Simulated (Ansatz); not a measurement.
**BH3SSi: vertical and adiabatic energies of changing the electron count, by script**

The task is vertical and adiabatic energies of changing the electron count, for BH3SSi. SMILES: B1[SiH2]S1.

Computed with Ansatz 0.2.0, driven from Python. Level of theory: B3LYP+D3(BJ)/6-31G*.

## 1. The structure

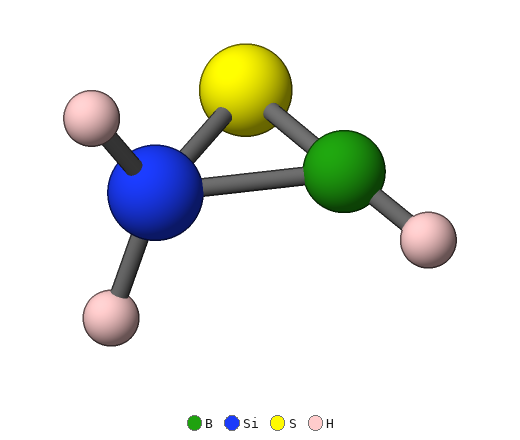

The starting structure, viewed from a chosen angle; boron green, silicon blue, sulfur yellow, hydrogen pink.

No structure file is read: the coordinates are typed or built in the script.

## 2. The code

File bh3ssi_adiabatic.py:

```python
'''Vertical and adiabatic ionisation of BH3SSi.'''

import itertools
import warnings

import ansatz as az
from ase.data import atomic_numbers, covalent_radii
import numpy as np

warnings.simplefilter('ignore', az.DeckWarning)

bh3ssi = (
    az.Crystal.molecule()
    .atom('B', (-0.8121, -0.9086, -0.1365))
    .atom('Si', (0.4305, 0.6222, 0.1994))
    .atom('S', (0.9501, -1.2887, 0.3625))
    .atom('H', (-1.6596, -1.0858, -0.9124))
    .atom('H', (0.921, 1.2728, -1.0414))
    .atom('H', (0.2122, 1.324, 1.4821))
)

job = (
    bh3ssi.calculation()
    .basis(gaussian='6-31G*')
    .functional('B3LYP', dispersion='d3bj')
    .accuracy('medium')
)
symbols = [site.symbol for site in bh3ssi.cartesian_sites]
start = np.array([site.position_ang for site in bh3ssi.cartesian_sites], dtype=float)
summary = job.relax(force_tolerance=0.01).run().report
end = np.array(summary['positions_ang'])

minimum = az.Crystal.molecule()
for symbol, place in zip(symbols, end):
    minimum = minimum.atom(symbol, place.tolist())
ion = (
    minimum.calculation()
    .basis(gaussian='6-31G*')
    .functional('B3LYP', dispersion='d3bj')
    .accuracy('medium')
    .charge(1)
    .spin('collinear', total=1)
)
vertical = ion.run().report
settled = ion.relax(force_tolerance=0.01, max_steps=80).run().report
print(f'vertical ionisation energy   {vertical["free_energy_ev"] - summary["free_energy_ev"]:.3f} eV')
print(f'adiabatic, no zero point     {settled["free_energy_ev"] - summary["free_energy_ev"]:.3f} eV')
print(f'relaxation energy of the ion {vertical["free_energy_ev"] - settled["free_energy_ev"]:.3f} eV')
ionised = np.array(settled['positions_ang'])
# pairs closer than 1.2 times the sum of covalent radii, before or after
radius = [covalent_radii[atomic_numbers[s]] for s in symbols]
span = lambda where, i, j: np.linalg.norm(where[i] - where[j])
bonded = [(i, j) for i, j in itertools.combinations(range(len(symbols)), 2) if min(span(end, i, j), span(ionised, i, j)) < 1.2 * (radius[i] + radius[j])]
print('pair        before    after (A)')
for i, j in bonded:
    print(f'{symbols[i]}{i}-{symbols[j]}{j}'.ljust(10), f'{span(end, i, j):8.4f} {span(ionised, i, j):8.4f}')
```

## 3. The calls as engine input

The engine receives this input (first run):

```yaml
crystal:
  periodic: [false, false, false]
  atoms:
    - { symbol: B, position_ang: [-0.8121, -0.9086, -0.1365] }
    - { symbol: Si, position_ang: [0.4305, 0.6222, 0.1994] }
    - { symbol: S, position_ang: [0.9501, -1.2887, 0.3625] }
    - { symbol: H, position_ang: [-1.6596, -1.0858, -0.9124] }
    - { symbol: H, position_ang: [0.921, 1.2728, -1.0414] }
    - { symbol: H, position_ang: [0.2122, 1.324, 1.4821] }
accuracy: medium
basis:
  gaussian:
    orbitals: "6-31G*"
hamiltonian:
  xc: b3lyp
  dispersion: d3bj
relax:
  f_tol: 0.01
```

## 4. Running it

On the command line:

```console
$ python bh3ssi_adiabatic.py
```

Output:

```text
vertical ionisation energy   9.496 eV
adiabatic, no zero point     8.885 eV
relaxation energy of the ion 0.611 eV
pair        before    after (A)
B0-Si1       1.9421   2.1961
B0-S2        1.7761   1.7052
B0-H3        1.1837   1.1778
Si1-S2       2.2074   2.1897
Si1-H4       1.4824   1.4702
Si1-H5       1.4824   1.4702
```

Wall time 55 s (1 thread of Arm Neoverse V2, shared host); peak memory 0.22 GiB.

## 5. Inputs of later runs

The engine's inputs for the other runs:

Run 2, against run 1:

```diff
@@ -4,6 +4,6 @@
-    - { symbol: B, position_ang: [-0.8121, -0.9086, -0.1365] }
-    - { symbol: Si, position_ang: [0.4305, 0.6222, 0.1994] }
-    - { symbol: S, position_ang: [0.9501, -1.2887, 0.3625] }
-    - { symbol: H, position_ang: [-1.6596, -1.0858, -0.9124] }
-    - { symbol: H, position_ang: [0.921, 1.2728, -1.0414] }
-    - { symbol: H, position_ang: [0.2122, 1.324, 1.4821] }
+    - { symbol: B, position_ang: [-0.7617022461412809, -0.8390831066344364, -0.3190475796244245] }
+    - { symbol: Si, position_ang: [0.3072234499412058, 0.7212067143770784, 0.12218688088810116] }
+    - { symbol: S, position_ang: [0.8082173721565235, -1.4234630758854665, 0.27118665010707754] }
+    - { symbol: H, position_ang: [-1.738194312452267, -1.3858472349645001, -0.7047073057791571] }
+    - { symbol: H, position_ang: [1.151699129121845, 1.4542394450200202, -0.8509703150428141] }
+    - { symbol: H, position_ang: [0.2748566073739736, 1.4088472580873053, 1.435051669451217] }
@@ -17,2 +17,4 @@
-relax:
-  f_tol: 0.01
+magnetization:
+  spin_polarized: true
+  initial_magnetization: 1.0
+total_charge: 1.0
```

Run 3, against run 1:

```diff
@@ -4,6 +4,6 @@
-    - { symbol: B, position_ang: [-0.8121, -0.9086, -0.1365] }
-    - { symbol: Si, position_ang: [0.4305, 0.6222, 0.1994] }
-    - { symbol: S, position_ang: [0.9501, -1.2887, 0.3625] }
-    - { symbol: H, position_ang: [-1.6596, -1.0858, -0.9124] }
-    - { symbol: H, position_ang: [0.921, 1.2728, -1.0414] }
-    - { symbol: H, position_ang: [0.2122, 1.324, 1.4821] }
+    - { symbol: B, position_ang: [-0.7617022461412809, -0.8390831066344364, -0.3190475796244245] }
+    - { symbol: Si, position_ang: [0.3072234499412058, 0.7212067143770784, 0.12218688088810116] }
+    - { symbol: S, position_ang: [0.8082173721565235, -1.4234630758854665, 0.27118665010707754] }
+    - { symbol: H, position_ang: [-1.738194312452267, -1.3858472349645001, -0.7047073057791571] }
+    - { symbol: H, position_ang: [1.151699129121845, 1.4542394450200202, -0.8509703150428141] }
+    - { symbol: H, position_ang: [0.2748566073739736, 1.4088472580873053, 1.435051669451217] }
@@ -16,0 +17,4 @@
+magnetization:
+  spin_polarized: true
+  initial_magnetization: 1.0
+total_charge: 1.0
@@ -18,0 +23 @@
+  max_steps: 80
```

## 6. The runs side by side

From the records of these 3 runs:

```
run   kind of run             system  unpaired or total moment  energy (eV)  <S²>  SCF cycles in all  CPU time (s)
  1    relaxation             BH3SSi                   not set  -19438.4803  0.00                 76            20
  2  single point  BH3SSi, charge +1                         1  -19428.9842  0.75                 25           3.5
  3    relaxation  BH3SSi, charge +1                         1  -19429.5953  0.75                 95            31
```

Totals carry meaning only in balanced differences at one level of theory.

## 7. Path of the relaxation of run 1

The steps of the relaxation:

| step | energy from step 1 (eV) | largest force component (eV/Å) |
| --- | --- | --- |
| 1 | 0.0000 | 4.1245 |
| 2 | -0.9075 | 0.9919 |
| 3 | -1.0626 | 0.6901 |
| 4 | -1.0976 | 0.1709 |
| 5 | -1.0995 | 0.0432 |
| 6 | -1.0996 | 0.0164 |
| 7 | -1.0997 | 0.0107 |
| 8 | -1.0997 | 0.0037 |

Step 1 is the start.

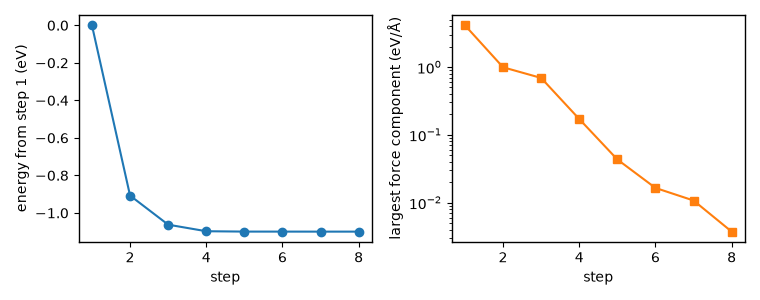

Energy and largest force along the relaxation.

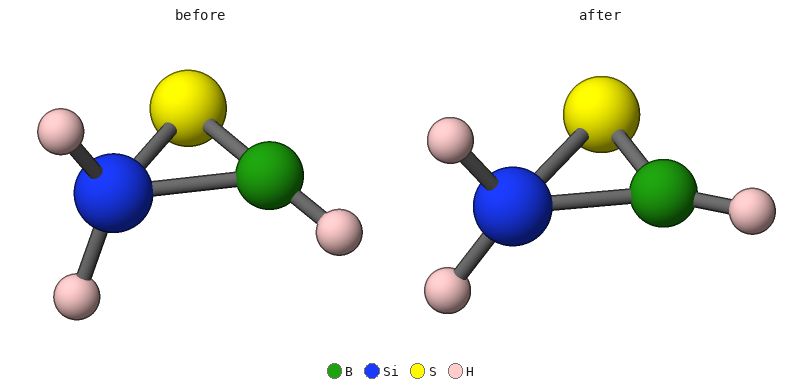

The structure before (left) and after (right) the relaxation, drawn at the same scale.

Before: Bond lengths: B1–Si2 2.000 Å, B1–S3 1.871 Å, Si2–S3 1.987 Å, B1–H4 1.163 Å, Si2–H5 1.484 Å, Si2–H6 1.478 Å. Angles: B1–Si2–S3 56.0°, B1–Si2–H5 113.6°, B1–Si2–H6 114.7°, S3–Si2–H5 113.8°, S3–Si2–H6 115.1°, H5–Si2–H6 124.5°, Si2–B1–S3 61.7°, Si2–B1–H4 133.0°, S3–B1–H4 146.5°, B1–S3–Si2 62.4°.

After: Bond lengths: B1–Si2 1.942 Å, B1–S3 1.776 Å, Si2–S3 2.207 Å, B1–H4 1.184 Å, Si2–H5 1.482 Å, Si2–H6 1.482 Å. Angles: B1–Si2–S3 50.2°, B1–Si2–H5 124.2°, B1–Si2–H6 124.2°, S3–Si2–H5 113.3°, S3–Si2–H6 113.3°, H5–Si2–H6 111.4°, Si2–B1–S3 72.7°, Si2–B1–H4 154.0°, S3–B1–H4 133.3°, B1–S3–Si2 57.1°.

## 8. Path of the relaxation of run 3

Step by step:

```csv
step,energy from step 1 (eV),largest force component (eV/Å)
1,0.0000,3.4790
2,-0.4120,2.0266
3,-0.4542,1.8307
4,-0.5926,0.5359
5,-0.6097,0.1188
6,-0.6105,0.0874
7,-0.6106,0.0854
8,-0.6112,0.0068
```

Step 1 is the start.

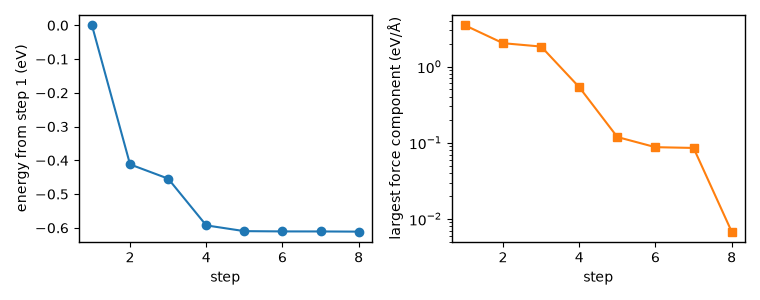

Energy and largest force along the relaxation.

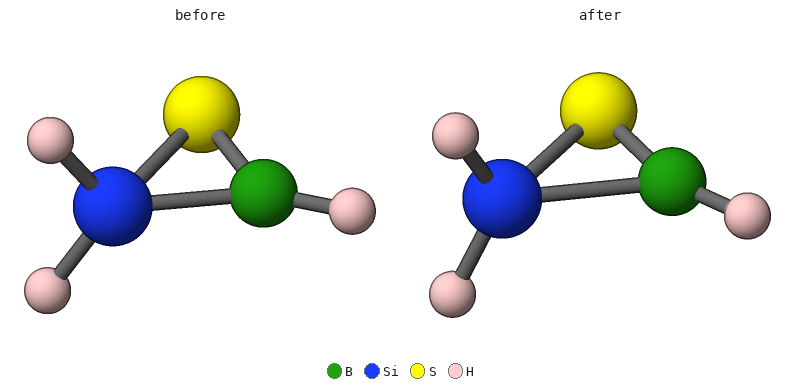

The structure before (left) and after (right) the relaxation, drawn at the same scale.

Before: Bond lengths: B1–Si2 1.942 Å, B1–S3 1.776 Å, Si2–S3 2.207 Å, B1–H4 1.184 Å, Si2–H5 1.482 Å, Si2–H6 1.482 Å. Angles: B1–Si2–S3 50.2°, B1–Si2–H5 124.2°, B1–Si2–H6 124.2°, S3–Si2–H5 113.3°, S3–Si2–H6 113.3°, H5–Si2–H6 111.4°, Si2–B1–S3 72.7°, Si2–B1–H4 154.0°, S3–B1–H4 133.3°, B1–S3–Si2 57.1°.

After: Bond lengths: B1–Si2 2.196 Å, B1–S3 1.705 Å, Si2–S3 2.190 Å, B1–H4 1.178 Å, Si2–H5 1.470 Å, Si2–H6 1.470 Å. Angles: B1–Si2–S3 45.8°, B1–Si2–H5 116.9°, B1–Si2–H6 116.9°, S3–Si2–H5 115.3°, S3–Si2–H6 115.3°, H5–Si2–H6 122.8°, Si2–B1–S3 66.9°, Si2–B1–H4 134.4°, S3–B1–H4 158.7°, B1–S3–Si2 67.3°.

## 9. What came out

| quantity | value |
| --- | --- |
| vertical ionisation energy | 9.496 eV |
| adiabatic ionisation energy, no zero point | 8.885 eV |
| runs compared | 3 |

The ionisation energy is a difference of two total energies at the neutral geometry; letting the ion relax lowers it by 0.61 eV. In CPU time, run 3 cost about 9 times as much as run 2. Run 1: After 7 moves the largest shift is 0.373 Å, of atom 4 (H). Run 3: After 7 moves the largest shift is 0.205 Å, of atom 1 (B). Notes:
- The energies are electronic: no zero-point or thermal terms, and the basis set is short of its limit. The product may relax into another structure. The relaxation finds the nearest minimum, so the adiabatic value is an upper bound.
- b3lyp holds the VWN-RPA fit, as in Gaussian; the form of ORCA and Turbomole is b3lyp5.
